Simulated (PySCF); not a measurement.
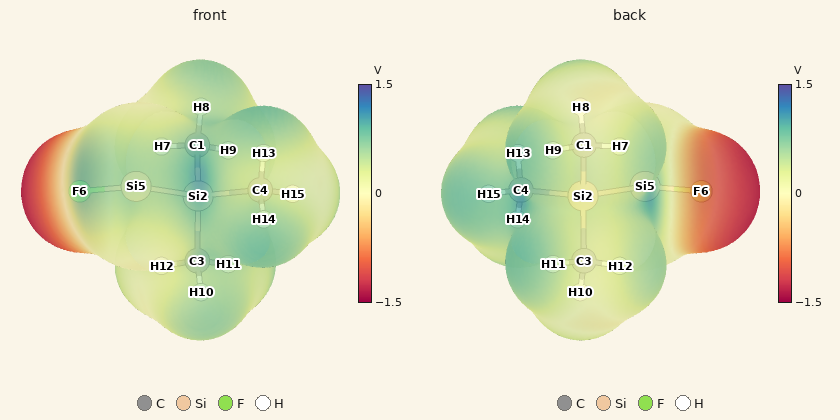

*C₃H₉FSi₂ (SMILES C[Si](C)(C)[Si]F) (triplet). The electrostatic potential painted on the density surface at 0.002 e/bohr³, seen from the front and from behind; red is negative and blue positive.*

Geometry: GFN2-xTB.

Computed with PySCF, UKS B3LYP, pcH-1 on C F H Si, non-relativistic, mean-field spin-orbit, GIAO.

```csv
atom,x (Å),y (Å),z (Å)
C,0.1854,1.6953,0.5558
Si,-0.0543,-0.1819,0.2295
C,-1.1474,-0.3009,-1.3448
C,1.6411,-0.9718,-0.1308
Si,-0.8323,-1.3667,2.0151
F,-2.3321,-0.7479,2.4078
H,-0.7624,2.1626,0.8069
H,0.8638,1.8663,1.3867
H,0.5891,2.2125,-0.3115
H,-1.2704,-1.3330,-1.6606
H,-0.7226,0.2512,-2.1799
H,-2.1376,0.1019,-1.1525
H,2.3171,-0.8849,0.7123
H,1.5538,-2.0230,-0.3812
H,2.1044,-0.4718,-0.9746
```

**Which sites attract a positive test charge, and which a negative one?**

A positive charge is drawn to the negative regions and a negative charge to the positive ones. The most negative region (about −1.3 V) lies over F6, the most positive (about +1.0 V) over Si2 and Si5.
